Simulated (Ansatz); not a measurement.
## Electronic structure of BrGeHO (SMILES [OH][Ge][Br]) in real space

Input file:

```
crystal:
  periodic: [false, false, false]
  atoms:
    - {symbol: O, position_ang: [-0.884800, 0.569300, -0.516300]}
    - {symbol: Ge, position_ang: [-0.674200, -0.628600, 0.771400]}
    - {symbol: Br, position_ang: [1.688500, -0.856600, 0.675300]}
    - {symbol: H, position_ang: [-0.074000, 0.855700, -0.950600]}
basis:
  gaussian: {orbitals: def2-TZVPP}
hamiltonian: {xc: {name: revPBE, exx: 0.15}, pseudopotentials: {relativity: scalar}}
output: {forces: true, orbitals: {seedname: orbitals}}
```

Command:

```sh
ansatz run run.yaml --threads 1 --pin off --max-ram 2610MiB --events-out events.jsonl --progress --plain --runs-dir runs
```

Geometry: PBE0-D4/def2-TZVP.

Method: Ansatz, isolated molecule in a Gaussian basis; Kohn-Sham density functional theory, functional revPBE.

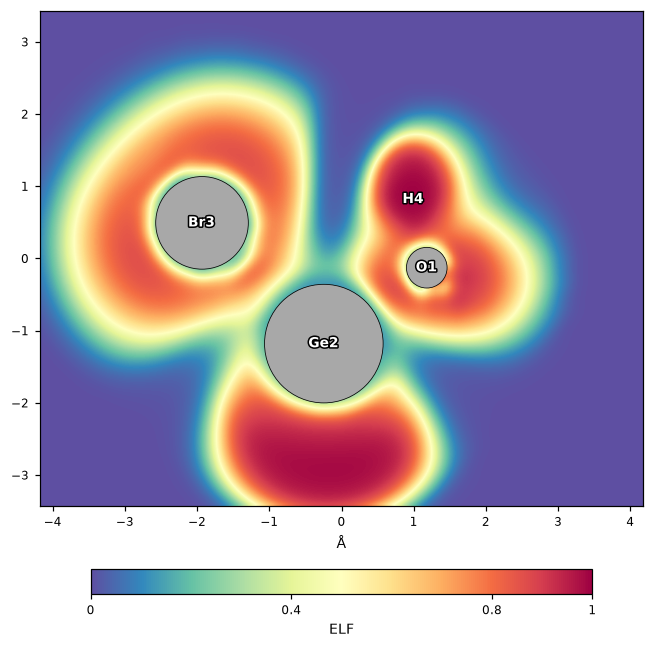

Figure 1. ELF on the molecular plane. Grey discs cover the atomic cores.

### What does the map show?

The plane passes through O, Ge, Br and H nuclei.
Ge–O (1.77 Å): the ELF peaks at about 0.85 in the valence shell of O, 0.5 Å from its nucleus, and is about 0.30 at the midpoint.
Ge–Br (2.38 Å): the ELF peaks at about 0.80 in the valence shell of Br, 1.0 Å from its nucleus, and is about 0.65 at the midpoint.
O–H (0.96 Å): the ELF climbs to about 1 towards the hydrogen, as it does in any bond to H: a covalent bond by its length.
The ELF also peaks beside O1 and Br3, away from the bonds: lone-pair regions.

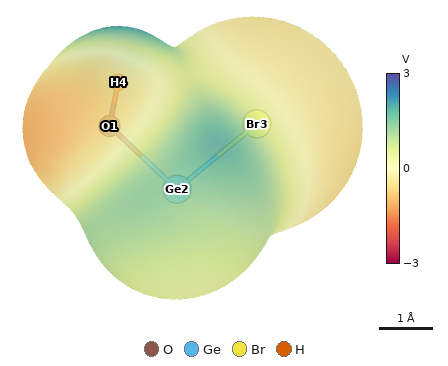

Figure 2. The molecular electrostatic potential painted on the density surface at 0.002 e/bohr³, seen at a tilt; red is negative and blue positive.

### Describe the electrostatic potential map.

The most negative region (about −1.1 V) lies over O1, the most positive (about +2.4 V) over H4. O1 is the likeliest acceptor of a hydrogen bond.

### What dipole moment does the calculation give?

Its dipole moment is 0.96 D.

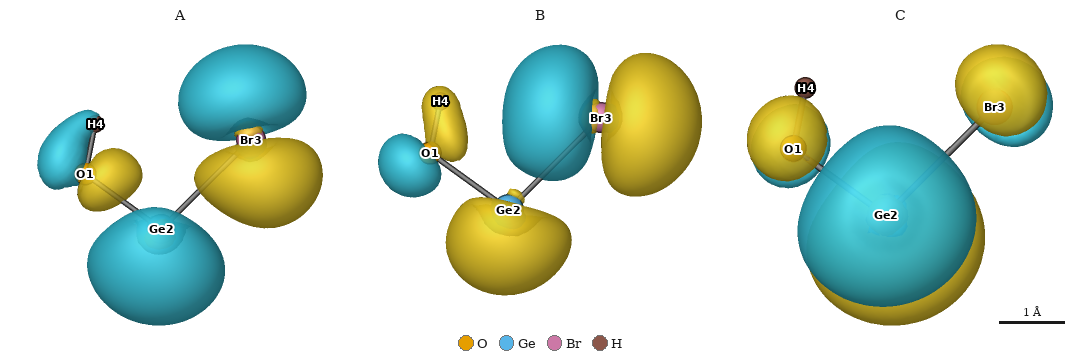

Figure 3. Three frontier orbitals at ±0.1 Å⁻³ᐟ² (yellow and cyan are the two phases), in no order.

### Order the three orbitals by energy and name them.

B is the HOMO−1 (−7.95 eV). By Hirshfeld shares it lies mainly on Br3 (about 70 %), Ge2 (about 20 %) and O1 (about 5 %); it is symmetric in the molecular plane (an in-plane orbital: σ, lone-pair or in-plane π type). A is the HOMO (−7.43 eV). Its weight (Hirshfeld) is mainly on Br3 (about 55 %), Ge2 (about 35 %) and O1 (about 10 %); it is symmetric in the molecular plane (an in-plane orbital: σ, lone-pair or in-plane π type). C is the LUMO (−2.66 eV). Its weight (Hirshfeld) is mainly on Ge2 (about 80 %), Br3 (about 10 %) and O1 (about 10 %); it changes sign across the molecular plane (π type).

### What is the HOMO–LUMO gap?

4.77 eV between the orbital energies.
